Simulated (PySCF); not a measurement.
# Cl6Mo (MoCl6): the cost of one run

Programs: PySCF 2.14.0, with routines of our own; each step states its level. All values are computed. Atoms count from 0.

### Step 1. The system as given

7 atoms, charge 0, multiplicity 1; geometry from: GFN2-xTB.

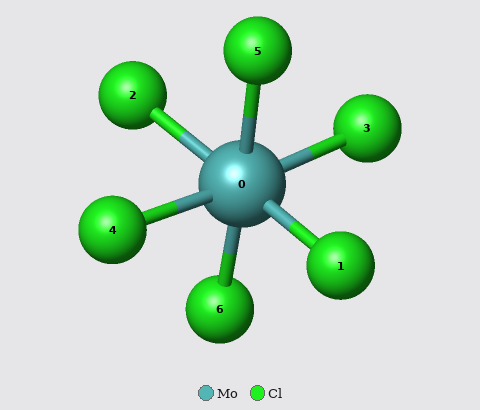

The starting geometry (molybdenum teal, chlorine green); sticks join atoms by distance alone.

### Step 2. Optimising the geometry at PBE0-D3(BJ)/def2-SVP

What the job is given:

```
{"job": {"xc": "PBE0", "basis": "def2-SVP", "d3": "d3bj", "grid": 1, "maxiter": 30, "shake": 0.03, "kind": "geom"}, "charge": 0, "multiplicity": 1}
Mo     0.060430    -0.076210     0.015200
Cl    -0.036060    -0.019550     2.292640
Cl    -0.021970     0.017000    -2.321010
Cl     2.396660     0.013750     0.011260
Cl    -2.304270    -0.046390    -0.065430
Cl    -0.038900     2.311830     0.008330
Cl     0.035960    -2.302440    -0.009540
```

Run with:

```bash
OMP_NUM_THREADS=1 python heavy_run.py task.json out
```

One launch serves the whole session: the jobs run in the order shown.

**Question.** How long does this first job take on 1 thread of Intel Xeon 6975P-C, shared host, and how much memory does it need?

About 75 s, with a peak of 0.59 GiB.
